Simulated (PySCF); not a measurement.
# BH3O− (doublet): open-shell or spin-flip excitations

Wanted: open-shell or spin-flip excitations for BH3O− (doublet) (`[BH2-]O`).

Programs: PySCF 2.14.0, with routines of our own; each step states its level. All values are computed. Atoms count from 0.

## Step 1: The starting structure

5 atoms, charge -1, multiplicity 2; geometry from: GFN2-xTB.

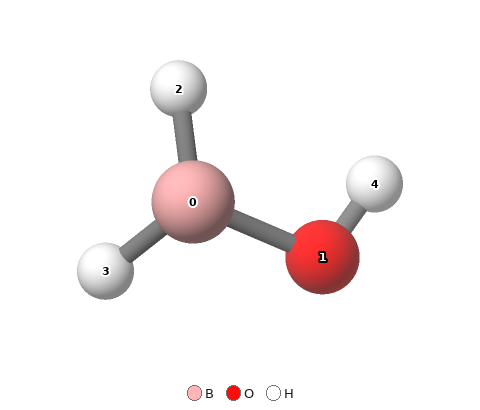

The starting geometry (boron pink, oxygen red, hydrogen white).

## Step 2: Open-shell or spin-flip excitations: unrestricted TDDFT CAM-B3LYP/def2-SVPD in tetrahydrofuran

What the job is given:

```
{"job": {"kind": "uabs", "xc": "CAM-B3LYP", "basis": "def2-SVPD", "nstates": 10, "tda": false, "solvent": "tetrahydrofuran", "pol": false}, "charge": -1, "multiplicity": 2}
B     -0.478573     0.014860     0.330156
O      0.891210    -0.651908    -0.010855
H     -0.509023     1.212685    -0.075761
H     -1.393772    -0.654798    -0.176289
H      1.498780     0.082013    -0.084436
```

Method: unrestricted TDDFT CAM-B3LYP/def2-SVPD, vertical, IEF-PCM tetrahydrofuran (non-equilibrium linear response), core orbitals frozen in the response.

Launch:

```
OMP_NUM_THREADS=1 python excited_run.py task.json out
```

The driver reads the jobs from task.json and runs them one after another.

The program printed:

```text
coarse grid: 4032 points
cycle   1  E = -101.7037457879  dE = -2.047e-01  |g| = 4.779e-01  |ddm| = 1.499e+00
cycle   2  E = -101.6179196474  dE =  8.583e-02  |g| = 7.042e-01  |ddm| = 1.379e+00
cycle   3  E = -101.8071720772  dE = -1.893e-01  |g| = 3.811e-02  |ddm| = 6.576e-01
cycle   4  E = -101.8080943772  dE = -9.223e-04  |g| = 1.345e-02  |ddm| = 8.073e-02
cycle   5  E = -101.8082649803  dE = -1.706e-04  |g| = 3.139e-03  |ddm| = 6.236e-02
cycle   6  E = -101.8082830395  dE = -1.806e-05  |g| = 9.310e-04  |ddm| = 2.046e-02
cycle   7  E = -101.8082862093  dE = -3.170e-06  |g| = 3.020e-04  |ddm| = 1.658e-02
final grid: 38536 points
cycle   8  E = -101.8310621515  dE = -1.325e-05  |g| = 7.164e-04  |ddm| = 1.297e-02
cycle   9  E = -101.8310625077  dE = -3.562e-07  |g| = 5.918e-04  |ddm| = 4.048e-03
cycle  10  E = -101.8310626609  dE = -1.532e-07  |g| = 2.265e-04  |ddm| = 9.120e-04
cycle  11  E = -101.8310627040  dE = -4.317e-08  |g| = 6.933e-05  |ddm| = 1.269e-03
cycle  12  E = -101.8310627148  dE = -1.075e-08  |g| = 3.124e-05  |ddm| = 1.127e-03
cycle  13  E = -101.8310627179  dE = -3.132e-09  |g| = 8.670e-06  |ddm| = 7.367e-04
cycle  14  E = -101.8310627183  dE = -3.629e-10  |g| = 2.202e-06  |ddm| = 3.286e-04
converged SCF energy = -101.8310627183

<S^2> of the reference = 0.7523 (exact 0.7500)

Excitations
state   eV       nm        f      <S^2>   main configurations
  1   2.6751    463.5   0.03026   0.768   Ha->La 0.95
  2   3.3902    365.7   0.04998   0.765   Ha->L+1a 0.93
  3   4.5837    270.5   0.04461   0.766   Ha->L+2a 0.82
  4   4.8825    253.9   0.08177   0.764   Ha->L+5a 0.53, Ha->L+4a 0.39
  5   5.0737    244.4   0.01211   0.774   Ha->L+3a 0.55, Ha->L+6a 0.32
  6   5.2024    238.3   0.05810   0.777   Ha->L+4a 0.29, Ha->L+6a 0.22, Ha->L+3a 0.20, Ha->L+5a 0.19
  7   5.3610    231.3   0.03365   0.782   Ha->L+6a 0.39, Ha->L+4a 0.23, Ha->L+5a 0.19
  8   5.5289    224.2   0.00502   0.790   Hb->Lb 0.61, Hb->L+1b 0.23
  9   5.8901    210.5   0.00723   0.772   Ha->L+7a 0.89
 10   6.3957    193.9   0.04473   0.832   Ha->L+8a 0.71, H-1b->Lb 0.21
```

Run time: 4 s. Hardware: 1 thread of Arm Neoverse V1, shared host; peak memory 0.29 GiB.

In short:

| quantity | value |
| --- | --- |
| ⟨S²⟩ | 0.752 |

Löwdin spin populations:

| atom | value (e) |
| --- | --- |
| B0 | 0.66 |
| O1 | 0.16 |
| H2 | 0.09 |
| H3 | 0.09 |
| H4 | 0.00 |

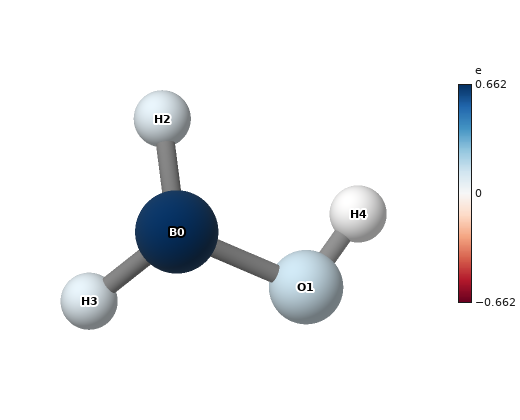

Löwdin spin populations, as colours on the atoms.

With diffuse functions Löwdin's scheme smears the spin, so small populations can have the wrong sign.

## Step 3: Open-shell or spin-flip excitations: unrestricted TDDFT CAM-B3LYP/def2-SVPD

What the job is given:

```
{"job": {"kind": "uabs", "xc": "CAM-B3LYP", "basis": "def2-SVPD", "nstates": 10, "tda": false}, "charge": -1, "multiplicity": 2}
B     -0.478573     0.014860     0.330156
O      0.891210    -0.651908    -0.010855
H     -0.509023     1.212685    -0.075761
H     -1.393772    -0.654798    -0.176289
H      1.498780     0.082013    -0.084436
```

Method: unrestricted TDDFT CAM-B3LYP/def2-SVPD, vertical, gas phase, core orbitals frozen in the response.

The program printed:

```text
coarse grid: 4032 points
cycle   1  E = -101.6058170432  dE = -1.069e-01  |g| = 4.886e-01  |ddm| = 1.492e+00
cycle   2  E = -101.4941230797  dE =  1.117e-01  |g| = 7.577e-01  |ddm| = 3.182e+00
cycle   3  E = -101.7181286638  dE = -2.240e-01  |g| = 4.148e-02  |ddm| = 1.453e+00
cycle   4  E = -101.7191731633  dE = -1.044e-03  |g| = 1.556e-02  |ddm| = 9.505e-02
cycle   5  E = -101.7193956265  dE = -2.225e-04  |g| = 3.676e-03  |ddm| = 2.290e-01
cycle   6  E = -101.7194227947  dE = -2.717e-05  |g| = 1.133e-03  |ddm| = 9.555e-02
cycle   7  E = -101.7194293604  dE = -6.566e-06  |g| = 4.777e-04  |ddm| = 7.581e-02
final grid: 38536 points
cycle   8  E = -101.7422342383  dE = -1.379e-05  |g| = 7.575e-04  |ddm| = 1.580e-02
cycle   9  E = -101.7422348158  dE = -5.775e-07  |g| = 6.678e-04  |ddm| = 1.465e-02
cycle  10  E = -101.7422350572  dE = -2.414e-07  |g| = 2.453e-04  |ddm| = 3.496e-03
cycle  11  E = -101.7422351578  dE = -1.006e-07  |g| = 1.011e-04  |ddm| = 5.886e-03
cycle  12  E = -101.7422352003  dE = -4.254e-08  |g| = 5.418e-05  |ddm| = 5.744e-03
cycle  13  E = -101.7422352167  dE = -1.637e-08  |g| = 1.688e-05  |ddm| = 4.262e-03
cycle  14  E = -101.7422352191  dE = -2.433e-09  |g| = 5.348e-06  |ddm| = 1.919e-03
cycle  15  E = -101.7422352194  dE = -2.216e-10  |g| = 1.731e-06  |ddm| = 4.080e-04
converged SCF energy = -101.7422352194

Static polarisability (au): isotropic 49.421, principal 44.278 47.160 56.824

<S^2> of the reference = 0.7525 (exact 0.7500)

Excitations
state   eV       nm        f      <S^2>   main configurations
  1   1.8064    686.4   0.01553   0.766   Ha->La 0.97
  2   2.6235    472.6   0.04505   0.768   Ha->L+1a 0.95
  3   3.9601    313.1   0.03153   0.765   Ha->L+2a 0.57, Ha->L+3a 0.37
  4   4.2827    289.5   0.00430   0.776   Ha->L+3a 0.55, Ha->L+2a 0.36
  5   4.3242    286.7   0.06683   0.767   Ha->L+4a 0.74, Ha->L+5a 0.22
  6   4.6738    265.3   0.04827   0.769   Ha->L+5a 0.73, Ha->L+4a 0.18
  7   4.8228    257.1   0.04707   0.767   Ha->L+6a 0.90
  8   5.2349    236.8   0.01644   0.770   Ha->L+7a 0.92
  9   5.4404    227.9   0.00390   0.876   Hb->Lb 0.58, Hb->L+2b 0.23, Hb->L+1b 0.11
 10   5.8958    210.3   0.00389   2.516   H-1a->La 0.41, Hb->Lb 0.17, Hb->L+1b 0.16, Hb->L+2b 0.10
```

Wall time 4.7 s (1 thread of Arm Neoverse V1, shared host); peak memory 0.3 GiB.

Warnings kept with the result: the highest occupied orbital has positive energy: the anion is not bound at this level.

From this job:

| quantity | value |
| --- | --- |
| ⟨S²⟩ | 0.752 |

## Step 4: Open-shell or spin-flip excitations: unrestricted TDDFT CAM-B3LYP/pcseg-2

What the job is given:

```
{"job": {"kind": "uabs", "xc": "CAM-B3LYP", "basis": "pcseg-2", "nstates": 15, "tda": false}, "charge": -1, "multiplicity": 2}
B     -0.478573     0.014860     0.330156
O      0.891210    -0.651908    -0.010855
H     -0.509023     1.212685    -0.075761
H     -1.393772    -0.654798    -0.176289
H      1.498780     0.082013    -0.084436
```

Level: unrestricted TDDFT CAM-B3LYP/pcseg-2, vertical, gas phase, core orbitals frozen in the response.

The program printed:

```text
coarse grid: 4032 points
cycle   1  E = -101.7340546254  dE = -9.208e-02  |g| = 5.281e-01  |ddm| = 1.090e+00
cycle   2  E = -101.6290373669  dE =  1.050e-01  |g| = 7.846e-01  |ddm| = 1.437e+00
cycle   3  E = -101.8549566473  dE = -2.259e-01  |g| = 4.574e-02  |ddm| = 8.566e-01
cycle   4  E = -101.8560671110  dE = -1.110e-03  |g| = 1.716e-02  |ddm| = 6.169e-02
cycle   5  E = -101.8562925201  dE = -2.254e-04  |g| = 3.554e-03  |ddm| = 3.394e-02
cycle   6  E = -101.8563089568  dE = -1.644e-05  |g| = 9.718e-04  |ddm| = 1.269e-02
cycle   7  E = -101.8563116965  dE = -2.740e-06  |g| = 3.581e-04  |ddm| = 6.366e-03
final grid: 38536 points
cycle   8  E = -101.8562552642  dE = -2.548e-05  |g| = 1.266e-03  |ddm| = 9.029e-03
cycle   9  E = -101.8562552888  dE = -2.454e-08  |g| = 1.495e-03  |ddm| = 2.193e-03
cycle  10  E = -101.8562560483  dE = -7.595e-07  |g| = 1.896e-04  |ddm| = 9.411e-04
cycle  11  E = -101.8562560907  dE = -4.238e-08  |g| = 5.354e-05  |ddm| = 5.647e-04
cycle  12  E = -101.8562560992  dE = -8.554e-09  |g| = 3.159e-05  |ddm| = 2.815e-04
cycle  13  E = -101.8562561026  dE = -3.357e-09  |g| = 9.315e-06  |ddm| = 2.247e-04
cycle  14  E = -101.8562561030  dE = -3.861e-10  |g| = 3.464e-06  |ddm| = 9.289e-05
converged SCF energy = -101.8562561030

Static polarisability (au): isotropic 39.084, principal 35.719 39.636 41.897

<S^2> of the reference = 0.7523 (exact 0.7500)

Excitations
state   eV       nm        f      <S^2>   main configurations
  1   2.1802    568.7   0.01080   0.775   Ha->La 0.97
  2   3.3838    366.4   0.02665   0.760   Ha->L+1a 0.92
  3   3.6228    342.2   0.03733   0.759   Ha->L+2a 0.93
  4   4.1775    296.8   0.02301   0.767   Ha->L+3a 0.94
  5   4.7664    260.1   0.02585   0.779   Ha->L+4a 0.96
  6   5.0646    244.8   0.05979   0.762   Ha->L+5a 0.92
  7   5.4603    227.1   0.00294   0.787   Hb->Lb 0.70, Hb->L+1b 0.18
  8   5.9890    207.0   0.08393   0.965   Ha->L+6a 0.72, H-1b->Lb 0.18
  9   6.1277    202.3   0.09076   1.743   H-1b->Lb 0.44, H-1b->L+1b 0.25, Ha->L+6a 0.21
 10   6.2018    199.9   0.00033   2.632   Hb->L+1b 0.48, H-1a->La 0.28, Hb->Lb 0.13
 11   6.4460    192.3   0.01342   1.021   H-1a->La 0.38, H-1b->L+1b 0.22, Hb->L+1b 0.14, H-1b->Lb 0.12
 12   6.5965    188.0   0.03155   0.972   H-1b->L+1b 0.33, H-1a->La 0.26, H-1b->Lb 0.19, Hb->L+1b 0.10
 13   6.9088    179.5   0.02940   1.215   H-2a->La 0.84, H-1b->L+1b 0.08
 14   7.2371    171.3   0.01542   1.077   H-2b->Lb 0.69, H-2b->L+1b 0.09
 15   7.3053    169.7   0.00281   2.516   Hb->L+2b 0.35, H-1a->L+1a 0.25, H-2b->Lb 0.10, Hb->L+3b 0.10
```

Wall time 8.5 s (1 thread of Arm Neoverse V1, shared host); peak memory 0.36 GiB.

Warnings kept with the result: the highest occupied orbital has positive energy: the anion is not bound at this level.

From this job:

| quantity | value |
| --- | --- |
| ⟨S²⟩ | 0.752 |

## Step 5: Open-shell or spin-flip excitations: unrestricted TDDFT PBE0/6-31G

What the job is given:

```
{"job": {"kind": "uabs", "xc": "PBE0", "basis": "6-31G", "nstates": 10, "tda": false}, "charge": -1, "multiplicity": 2}
B     -0.478573     0.014860     0.330156
O      0.891210    -0.651908    -0.010855
H     -0.509023     1.212685    -0.075761
H     -1.393772    -0.654798    -0.176289
H      1.498780     0.082013    -0.084436
```

Level: unrestricted TDDFT PBE0/6-31G, vertical, gas phase, core orbitals frozen in the response.

The program printed:

```text
coarse grid: 4032 points
cycle   1  E = -101.5684400966  dE = -1.674e-02  |g| = 5.081e-01  |ddm| = 1.318e+00
cycle   2  E = -101.4506448423  dE =  1.178e-01  |g| = 7.619e-01  |ddm| = 1.263e+00
cycle   3  E = -101.6816478200  dE = -2.310e-01  |g| = 6.490e-02  |ddm| = 7.804e-01
cycle   4  E = -101.6841643241  dE = -2.517e-03  |g| = 1.384e-02  |ddm| = 8.948e-02
cycle   5  E = -101.6843252651  dE = -1.609e-04  |g| = 1.783e-03  |ddm| = 2.355e-02
cycle   6  E = -101.6843306584  dE = -5.393e-06  |g| = 5.907e-04  |ddm| = 5.439e-03
final grid: 38536 points
cycle   7  E = -101.6699578799  dE = -5.865e-06  |g| = 2.815e-03  |ddm| = 7.841e-03
cycle   8  E = -101.6699550004  dE =  2.880e-06  |g| = 4.055e-03  |ddm| = 5.292e-03
cycle   9  E = -101.6699617865  dE = -6.786e-06  |g| = 3.533e-04  |ddm| = 3.076e-03
cycle  10  E = -101.6699618632  dE = -7.674e-08  |g| = 3.335e-05  |ddm| = 4.885e-04
cycle  11  E = -101.6699618652  dE = -2.045e-09  |g| = 6.446e-06  |ddm| = 1.928e-04
cycle  12  E = -101.6699618653  dE = -7.728e-11  |g| = 1.526e-06  |ddm| = 3.609e-05
converged SCF energy = -101.6699618653

Static polarisability (au): isotropic 20.097, principal 13.155 21.650 25.486

<S^2> of the reference = 0.7520 (exact 0.7500)

Excitations
state   eV       nm        f      <S^2>   main configurations
  1   3.5042    353.8   0.00760   0.799   Ha->La 0.99
  2   6.2540    198.2   0.02539   0.761   Hb->Lb 0.51, Ha->L+1a 0.45
  3   6.3933    193.9   0.01476   0.828   Ha->L+1a 0.49, Hb->Lb 0.37
  4   6.6017    187.8   0.01621   0.801   Ha->L+2a 0.83
  5   6.8712    180.4   0.03593   1.091   H-1b->Lb 0.65, Ha->L+3a 0.15, H-1b->L+1b 0.12
  6   7.1321    173.8   0.03558   0.803   Ha->L+3a 0.77, H-1b->Lb 0.14
  7   7.3256    169.2   0.01131   2.102   H-1b->L+1b 0.63, H-2a->La 0.13, H-1b->Lb 0.08
  8   7.4059    167.4   0.00164   2.563   Hb->L+1b 0.47, H-1a->La 0.35
  9   7.9013    156.9   0.00411   0.883   H-2b->Lb 0.88
 10   8.0088    154.8   0.00699   0.767   H-1a->La 0.50, Hb->L+1b 0.39
```

Wall time 1.6 s (1 thread of Arm Neoverse V1, shared host); peak memory 0.36 GiB.

Warnings kept with the result: the highest occupied orbital has positive energy: the anion is not bound at this level.

Key values:

| quantity | value |
| --- | --- |
| ⟨S²⟩ | 0.752 |

## Step 6: Results

| quantity | value |
| --- | --- |
| lowest and brightest state of nearly pure spin, of 10 (step 2, unrestricted TDDFT CAM-B3LYP/def2-SVPD in tetrahydrofuran) | 2.68 eV; 4.88 eV, f = 0.082 |
| lowest and brightest state of nearly pure spin, of 10 (step 3, unrestricted TDDFT CAM-B3LYP/def2-SVPD) | 1.81 eV; 4.32 eV, f = 0.067 |
| lowest and brightest state of nearly pure spin, of 15 (step 4, unrestricted TDDFT CAM-B3LYP/pcseg-2) | 2.18 eV; 5.06 eV, f = 0.060 |
| lowest and brightest state of nearly pure spin, of 10 (step 5, unrestricted TDDFT PBE0/6-31G) | 3.50 eV; 7.13 eV, f = 0.036 |

**Reading.** For an anion in the gas phase, states above the energy of detachment are held by the basis alone, so excitations and responses hang on it. States whose ⟨S²⟩ lies well above the reference's are mixtures of spin states, an artefact of the unrestricted response, and are left out of the summary. The lowest state of nearly pure spin runs from 1.81 to 3.50 eV over the runs.
